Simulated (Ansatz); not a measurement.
# Calculations on HfNb₂O₇

## 1. Relaxation

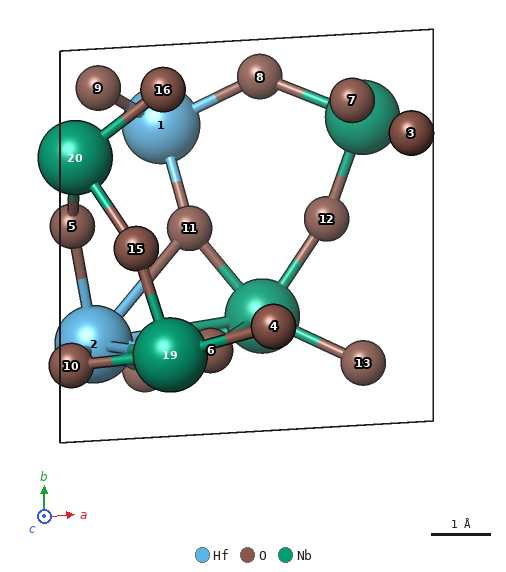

This is the input geometry for a relaxation of an amorphous cell of composition HfNb₂O₇ (coarse preliminary run). A ball-and-stick model of the cell of the calculation, seen along the c axis.

Case: the quenched liquid.

All numbers below come from DFT PBE, scalar-relativistic, plane waves, PAW in Ansatz 0.2.0.

The input:
```yaml
crystal:
  lattice:
    - [6.400765, 0.192799, -0.052575]
    - [0.192799, 6.705311, -0.091376]
    - [-0.052575, -0.091376, 6.563838]
  atoms:
    - { symbol: Hf, position: [0.2706546967, 0.7966000541, 0.0845796178] }
    - { symbol: Hf, position: [0.0903092763, 0.2468724207, 0.3647253089] }
    - { symbol: O, position: [0.9412292386, 0.7382914095, 0.9881821121] }
    - { symbol: O, position: [0.5719218236, 0.265213706, 0.9274089769] }
    - { symbol: O, position: [0.033240105, 0.5512986406, 0.4645013274] }
    - { symbol: O, position: [0.4032318615, 0.2134663634, 0.4874185249] }
    - { symbol: O, position: [0.7825989698, 0.8305205241, 0.5701192488] }
    - { symbol: O, position: [0.5350507384, 0.9051546318, 0.1746294501] }
    - { symbol: O, position: [0.102735424, 0.8999833322, 0.3192429451] }
    - { symbol: O, position: [0.030337711, 0.1957419337, 0.654125247] }
    - { symbol: O, position: [0.3471777654, 0.5283531495, 0.2057559705] }
    - { symbol: O, position: [0.7141107074, 0.531915091, 0.2263281489] }
    - { symbol: O, position: [0.8121510093, 0.1587068702, 0.2572755235] }
    - { symbol: O, position: [0.2272172664, 0.1744963155, 0.0778992843] }
    - { symbol: O, position: [0.2045685904, 0.4845054593, 0.7984680987] }
    - { symbol: O, position: [0.2761054347, 0.886336917, 0.7684171865] }
    - { symbol: Nb, position: [0.8101822589, 0.7857894121, 0.278381022] }
    - { symbol: Nb, position: [0.5418394856, 0.2935759265, 0.2021405357] }
    - { symbol: Nb, position: [0.2955110719, 0.2078871329, 0.7857398858] }
    - { symbol: Nb, position: [0.0408431922, 0.7260072811, 0.6864767875] }
  symmetry: { detect: false }
basis:
  ecutwfc: 420
kpoints:
  mp_grid: { grid: [1, 1, 1], shift: [0.25, 0.25, 0.25] }
hamiltonian:
  xc: pbe
scf:
  occupations: { method: gaussian, width: 0.1 }
  lower_state_search: "off"
output:
  forces: true
  stress: true
  eigenvalues: true
relax:
  adjacent_minimum: "off"
  f_tol: 0.04
  max_steps: 70
  cell: { stress_tol: 0.3 }
```

Run as
```bash
ansatz run input.yaml --threads 2 --pin off --max-ram 5120MiB --backend cpu --events-out ev --progress --plain --runs-dir out
```

### Where does the relaxation end?

The energy falls by 144 meV per atom in 18 accepted moves (21 points after the start). Largest force component: 1.7 eV/Å at the start, 0.022 eV/Å at the end. The pressure goes from 0.04 to 0.03 GPa. The line search rejected the trial step at point 11 of the run. At 2 points the geometry stayed and the basis and grid were re-selected for the new cell (energy shift of 5.1 meV per atom at most each time). The atom that moves furthest relative to the cell is Nb20 (0.66 Å roughly along [−1 3 −1]). Largest moves by element: Nb 0.66 Å, O 0.58 Å, Hf 0.19 Å. The volume changes by −2.8 %, with a 6.404 → 6.824 Å (+6.6 %), b 6.709 → 6.314 Å (−5.9 %), c 6.565 → 6.459 Å (−1.6 %), α 91.6° → 99.7°, β 91.0° → 86.2°, γ 86.6° → 89.1°. Near-neighbour distances that change, for instance: O15–Nb20 2.026 → 3.168 Å, O10–Nb20 3.161 → 2.060 Å, O5–Nb17 2.407 → 3.294 Å, Hf1–O15 2.820 → 2.059 Å. New bonds form: O10–Nb20 (3.16 → 2.06 Å). Bonds break: O15–Nb20 (2.03 → 3.17 Å), O5–Nb17 (2.41 → 3.29 Å). Bond angles that change, for instance: Hf1–Nb20–O5 142.1° → 98.1°, O7–Nb20–O16 124.8° → 162.9°, Hf2–O5–Nb20 144.5° → 176.9°.

Step by step:

```csv
step,"E − E(0), meV/atom","largest force component, eV/Å","pressure, GPa","volume, Å³/atom",note
0,0.00,1.7352,0.04,14.070,
1,-57.19,1.6464,-0.37,14.012,
2,-81.02,0.9565,0.50,13.716,
3,-97.25,0.7498,1.22,13.372,
4,-109.92,1.2137,0.26,13.408,
5,-115.72,0.4460,-0.83,13.472,
6,-124.00,0.6189,0.18,13.560,
7,-128.19,0.4645,0.11,13.622,
8,-131.01,0.8257,0.65,13.640,
9,-134.89,0.6622,-0.74,13.726,
10,-136.57,0.3147,0.39,13.565,
11,-133.98,0.5394,1.00,13.521,rejected
12,-137.95,0.1210,0.06,13.601,
13,-138.05,0.0534,-0.03,13.630,
14,-138.18,0.0405,-0.01,13.617,
15,-138.20,0.0242,-0.01,13.616,
16,-143.25,0.0264,0.43,13.616,"same geometry, new basis"
17,-143.57,0.1263,-0.41,13.694,
18,-143.80,0.0582,0.02,13.673,
19,-143.79,0.0648,0.06,13.680,
20,-143.81,0.0227,-0.01,13.681,
21,-144.12,0.0225,0.03,13.681,"same geometry, new basis"
```

The structure at the end:

```xyz
20
Lattice="6.8206 0.0562 0.2158 0.0674 6.2899 -0.5422 0.2335 -0.5360 6.4325" Properties=species:S:1:pos:R:3 pbc="T T T"
Hf    1.9276    4.8642    0.0535
Hf    0.5729    1.2826    2.3214
O     6.7170    4.6250    5.9120
O     4.1114    0.9628    5.7915
O     0.4465    3.1078    3.0850
O     2.7551    1.1492    3.0618
O     5.3216    5.0572    3.2215
O     3.7740    5.6500    0.5472
O     0.6526    5.3176    1.6112
O     0.4334    0.5364    4.2432
O     2.7050    3.2595    1.3047
O     5.1927    3.2497    1.0587
O     5.4761    0.9651    2.0011
O     1.6828    0.8803    0.6210
O     1.8983    2.5869    5.4196
O     2.1965    5.0949    4.4560
Nb    5.4363    5.0303    1.2979
Nb    3.7291    1.7133    1.2521
Nb    2.3784    0.8801    4.9374
Nb    0.2475    4.7871    3.8488
```

After the run, drawn alike:

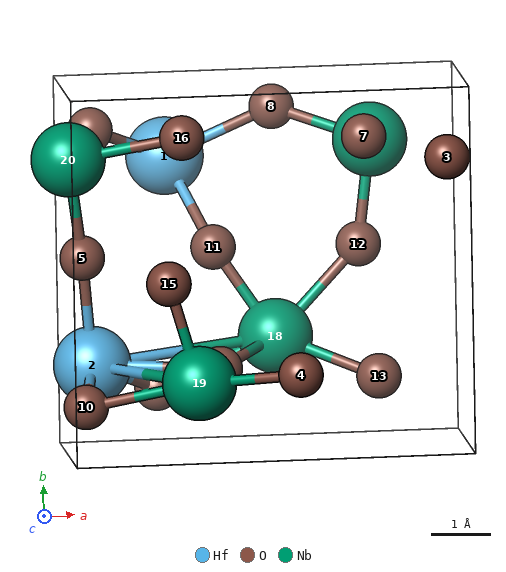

Limits of the set-up: the periodic images lie only 6.4 Å apart, so the values are limited by the cell's size.

## 2. Dynamics

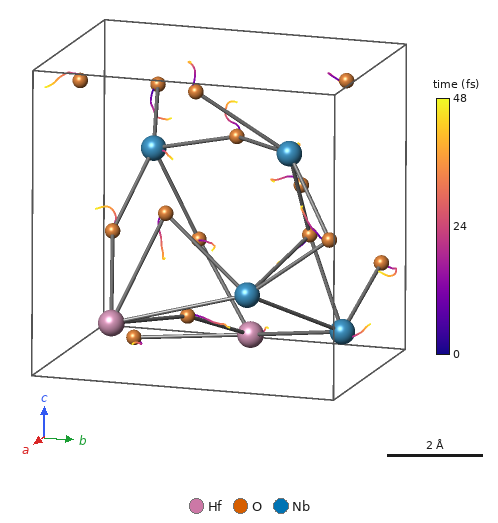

First-principles dynamics of an amorphous cell of composition HfNb2O7 (20 atoms in the cell), 48 fs long. Lines trace each atom's path, coloured by time; spheres stand at the starting positions. Seen slightly off an axis in the simulation cell.

Method: Ansatz, DFT PBE, scalar-relativistic, plane waves, PAW. Run with plane-wave cutoff 320 eV; k-point mesh 1 × 1 × 1; Fermi-Dirac smearing 0.328 eV; volume 1.05 times that of the relaxed crystal; set temperature 3800 K; time step 2 fs.

> How do the atoms move?

Root-mean-square distances from the starting positions over the second half, with the common drift of all atoms taken out: O 0.75 Å, Nb 0.38 Å, Hf 0.28 Å. The run lasts only 48 fs, too short to tell vibration from diffusion. The mean temperature in the second half is 4904 K (standard deviation 479 K). The potential energy in the second half lies on average 505 meV per atom below the first frame. The mean pressure there is 15.1 GPa.

Limits of the set-up: the cutoff lies below the recommended one; the periodic images lie only 6.4 Å apart, so the values are limited by the cell's size.

## 3. Dynamics

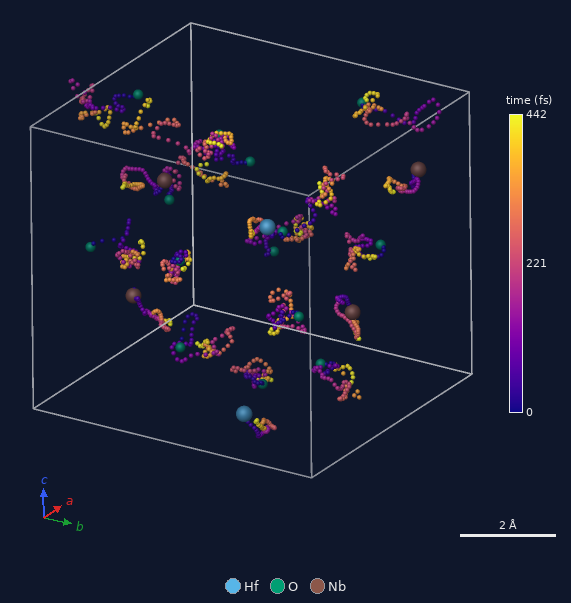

Molecular dynamics of an amorphous cell of composition HfNb2O7 (20 atoms in the cell), 442 fs long. It starts from the last geometry of an earlier run, with fresh velocities. Dots mark each atom's position at evenly spaced times, coloured by time; spheres stand at the starting positions. Seen from a free direction in the simulation cell.

The calculation used Ansatz, DFT PBE, scalar-relativistic, plane waves, PAW. Set-up: plane-wave cutoff 420 eV; k-point mesh 1 × 1 × 1; Fermi-Dirac smearing 0.236 eV; volume 1.05 times that of the relaxed crystal; set temperature 2740 K; time step 2 fs.

Input file:
```yaml
crystal:
  lattice:
    - [6.400765, 0.192799, -0.052575]
    - [0.192799, 6.705311, -0.091376]
    - [-0.052575, -0.091376, 6.563838]
  atoms:
    - { symbol: Hf, position: [0.2268155809, 0.627693327, 0.0519695814] }
    - { symbol: Hf, position: [0.9956867034, 0.2710654158, 0.3442900699] }
    - { symbol: O, position: [0.788494514, 0.7372326365, 0.9755476427] }
    - { symbol: O, position: [0.4645452832, 0.5197186763, 0.8325094695] }
    - { symbol: O, position: [0.7750665823, 0.4541821422, 0.4541246066] }
    - { symbol: O, position: [0.2445078933, 0.0700670331, 0.5004140471] }
    - { symbol: O, position: [0.6634445505, 0.8713380303, 0.5507640716] }
    - { symbol: O, position: [0.4563652152, 0.7718524304, 0.1805706007] }
    - { symbol: O, position: [0.0405448574, 0.8035075487, 0.2695865424] }
    - { symbol: O, position: [0.9356109388, 0.1360338856, 0.6610337305] }
    - { symbol: O, position: [0.2715171326, 0.3743396844, 0.2093544309] }
    - { symbol: O, position: [0.8811075018, 0.4478622296, 0.1122493037] }
    - { symbol: O, position: [0.7567459608, 0.0933581309, 0.2694852076] }
    - { symbol: O, position: [0.4480090499, 0.128498206, 0.9806469262] }
    - { symbol: O, position: [0.1123386727, 0.4322330433, 0.8048912468] }
    - { symbol: O, position: [0.1363712428, 0.7932056648, 0.7013043842] }
    - { symbol: Nb, position: [0.7403685179, 0.7233418255, 0.2471789676] }
    - { symbol: Nb, position: [0.4655119892, 0.094541665, 0.2530797793] }
    - { symbol: Nb, position: [0.353283283, 0.2762585528, 0.7464365984] }
    - { symbol: Nb, position: [0.8802473482, 0.8841554858, 0.7405533831] }
  symmetry: { detect: false }
basis:
  ecutwfc: 420
  xc_grid: 1
kpoints:
  mp_grid: { grid: [1, 1, 1], shift: [0.0, 0.0, 0.0] }
hamiltonian:
  xc: pbe
scf:
  occupations: { method: fermi_dirac, width: 0.2361 }
  lower_state_search: "off"
  convergence: { dr2_threshold: 1.0e-05 }
output:
  forces: true
  stress: true
md:
  timestep: 2.0
  n_steps: 221
  ensemble: nvt_langevin
  friction: 0.03
  temperature: 2740.0
  initial_velocities: maxwell_boltzmann
  seed: 95271
```

Launched with:
```bash
ansatz run input.yaml --threads 2 --pin off --max-ram 5120MiB --backend cpu --events-out ev --progress --plain --runs-dir out
```

Describe the motion.

Root-mean-square distances from the starting positions over the second half, with the common drift of all atoms taken out: O 1.24 Å, Nb 0.87 Å, Hf 0.56 Å. Against the typical shortest distance between atoms in the first frame, about 1.9 Å these are large excursions, but over 442 fs one can't yet tell strong vibration from the start of diffusion. 3 of the 20 free atoms end more than three quarters of that spacing from the start. The mean temperature in the second half is 2619 K (standard deviation 628 K). The potential energy in the second half lies on average 191 meV per atom below the first frame. The mean pressure there is 2.8 GPa.

Limits of the set-up: the periodic images lie only 6.4 Å apart, so the values are limited by the cell's size.
